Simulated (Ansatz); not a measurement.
A computed series for Ni: pressure series

Take Ni in the fcc (Cu type) structure (space group Fm-3m, No. 225; ferromagnetic) as the base.

```
Ni
1.0
    0.00000     1.75938     1.75938
    1.75938     0.00000     1.75938
    1.75938     1.75938     0.00000
Ni
1
Direct
  0.00000   0.00000   0.00000
```

Cell and atoms are relaxed at each pressure.

Level of theory: PBE, PAW, 420 eV (Ansatz, a quantum-chemistry and plane-wave program; spin-orbit coupling left out), earlier PAW set.

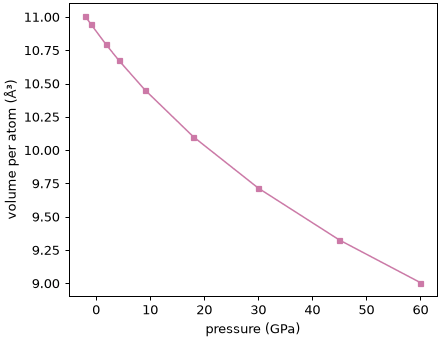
*Volume against pressure*

Estimate the zero-pressure bulk modulus from the plot.

About 200 GPa; a third-order Birch–Murnaghan fit to the points gives V₀ = 10.89 Å³/atom, B₀ = 199 GPa and B₀′ = 4.8.

Measured bulk modulus of Ni: 192.5 GPa (static lattice; corrected from measurement; as listed in Daniel Mejia-Rodriguez, S. B. Trickey, Phys. Rev. B (2018)); the computed value is 3 % above it.

Other magnetic orders, which the real material may have, were not ruled out. Load acts through the strain it causes; cell and atoms are relaxed under it. Whether these cells are dynamically stable was not tested. No other phases were tried under pressure.
